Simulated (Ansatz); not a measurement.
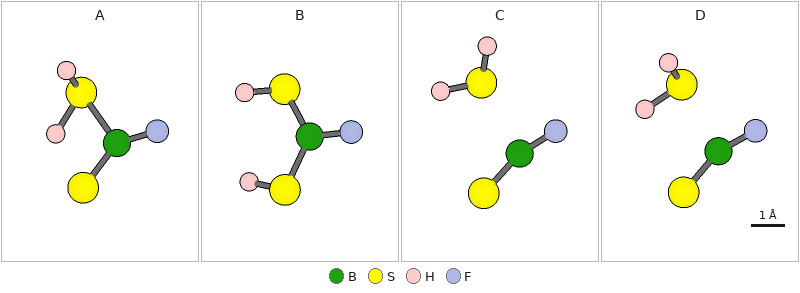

4 geometries from a converged minimum-energy path of BH₂S₂F, shuffled. A ball-and-stick model, seen at a tilt.

The calculation used Ansatz 0.2.0, RKS PBE-D4/6-31G. Run with 9 movable images; climbing image; force threshold 0.03 eV/Å; iteration limit 60; starting path through a guess of the saddle point.

One of them is the converged climbing image. Which?

A. In order along the path, whose images run from 0 to 10: B (image 2, +0.15 eV), A (image 6, +1.56 eV), D (image 8, +1.28 eV), C (image 10, +1.26 eV). Breaking: B–S (1.85 → 2.79 Å), H–S (1.39 → 3.52 Å). Forming: H–S (3.22 → 1.39 Å).

The run took of the order of 12 core-minutes on a shared host.
